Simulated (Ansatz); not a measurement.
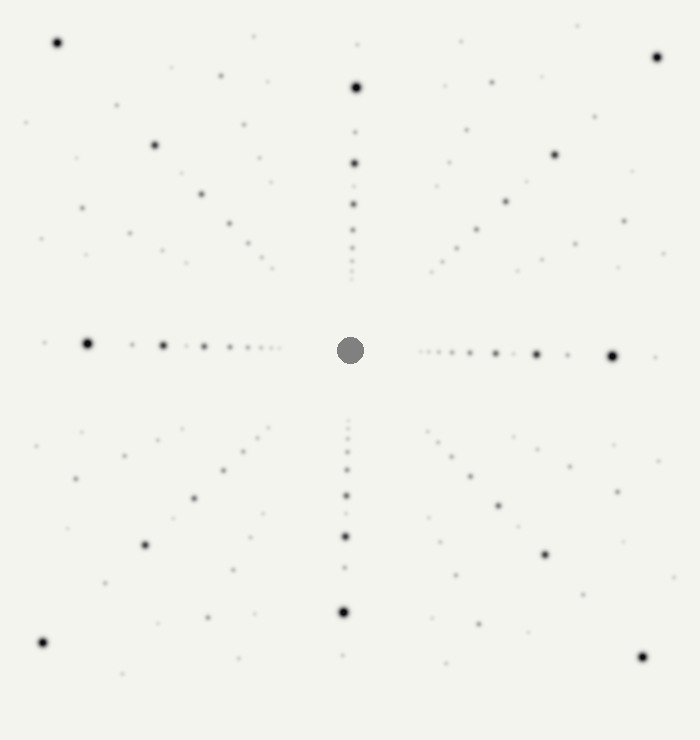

Simulated back-reflection Laue pattern (white X-rays, 0.45 to 2.2 Å, flat plate covering ±45° about the beam, kinematic intensities, seen from the source).

> Which symmetry elements lie along the beam?

4mm: a fourfold axis with mirror lines.

The crystal is LiSe2, space group Fm-3m (No. 225), a = 6.20 Å. Structure: the geometry relaxed with DFT PBE, scalar-relativistic, plane waves, PAW (Ansatz 0.2.0); the starting structure was generated, so it need not be a known form of this composition.

> Which direction points towards the source?

[001] or one equivalent to it by a rotation of the Laue group. In Laue class m-3m no other family of directions with a member of indices 0 and ±1 has this symmetry.
